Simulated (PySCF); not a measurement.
SMILES Cl/C=C\[Si](Cl)(Cl)Cl (C2H2Cl4Si) at its B3LYP/def2-SVP optimised geometry (Å):

```
9

Cl     0.6688     0.5859    -2.3775
C      1.1848    -0.2106    -0.9250
C      0.3611    -0.7180     0.0000
Si    -1.4969    -0.7180     0.0000
Cl    -2.1017    -1.6688     1.7316
Cl    -2.2745     1.1918     0.0000
Cl    -2.2736    -1.7428    -1.6119
H      2.2745    -0.2567    -0.8413
H      0.8429    -1.1918     0.8636
```

Method: B3LYP/def2-TZVP (PySCF 2.14.0). Cells within 0.4 Å of a nucleus heavier than hydrogen are left out (blank, or x).

Map of the deformation density (molecule minus spherical neutral atoms) (e/bohr³) on the plane z = 0.0 Å:

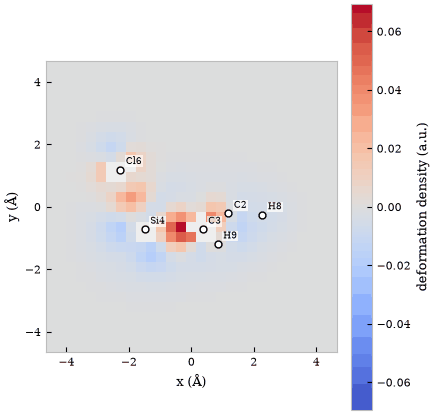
Figure: Deformation density (molecule minus spherical neutral atoms) (e/bohr³) on the plane z = 0.0 Å.
